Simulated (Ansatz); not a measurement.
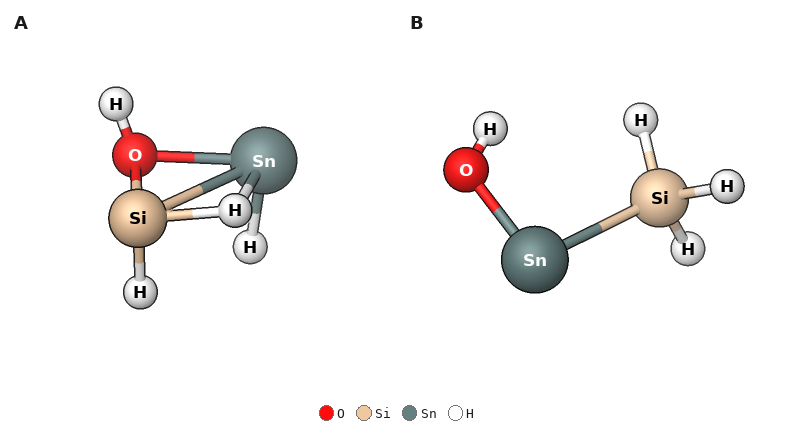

2 stationary structures of one formula. Geometries: PBE0-D4/def2-TZVP. Electronic energies: RHF-CCSD(T) (frozen core)/def2-TZVPP (Ansatz 0.2.0), without zero-point energy. No frequency run is at hand to confirm each as a minimum. Each is one conformer, not always the lowest.

Which is lowest in energy, and by how much?

B is lowest (Cs); A lies 15.0 kcal/mol above it (C1).

Give E(B) − E(A) in kcal/mol at these levels too: ωB97M-V/def2-TZVPP; RHF-CCSD(T) (frozen core)/def2-TZVPP; PBE0-D4/def2-TZVPP; B3LYP-D4/def2-TZVPP; r2SCAN-D4/def2-TZVPP; PBE-D4/def2-TZVPP.

```
                               level  E(B) − E(A) (kcal/mol)
                  ωB97M-V/def2-TZVPP                   −13.3
RHF-CCSD(T) (frozen core)/def2-TZVPP                   −15.0
                  PBE0-D4/def2-TZVPP                   −15.8
                 B3LYP-D4/def2-TZVPP                   −15.7
                r2SCAN-D4/def2-TZVPP                   −15.6
                   PBE-D4/def2-TZVPP                   −15.2
```
